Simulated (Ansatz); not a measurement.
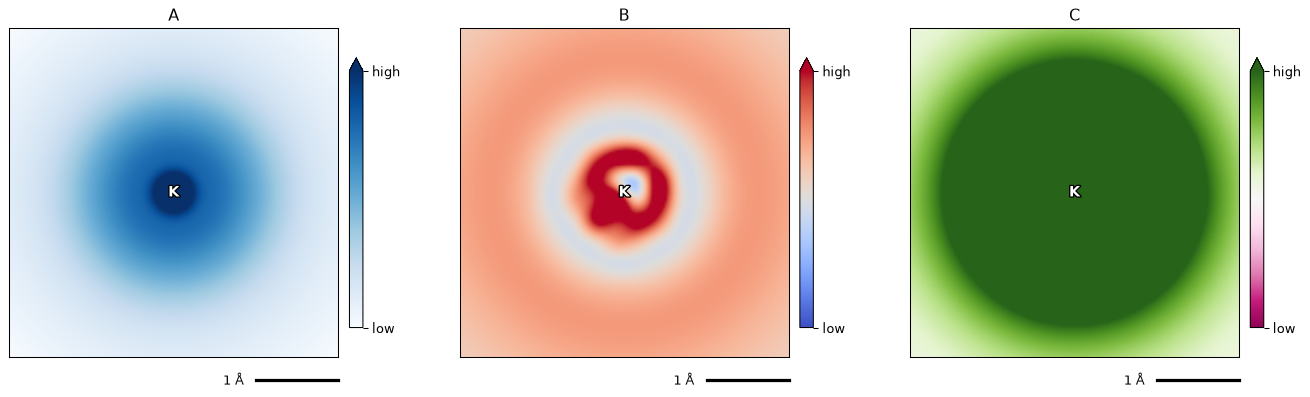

K (doublet): 3 fields on a plane that holds the molecular axis, with unlabelled colour scales.

Computed with DFT r2SCAN, Gaussian basis def2-TZVPD (Ansatz 0.2.0).

Question: Match the panels to the quantities (electron density, electrostatic potential and spin density).

Answer: Panel A: electron density. Panel B: spin density (confined to the atoms that carry the unpaired spin). Panel C: electrostatic potential (strongly positive close to the atoms and fading to about zero outside).
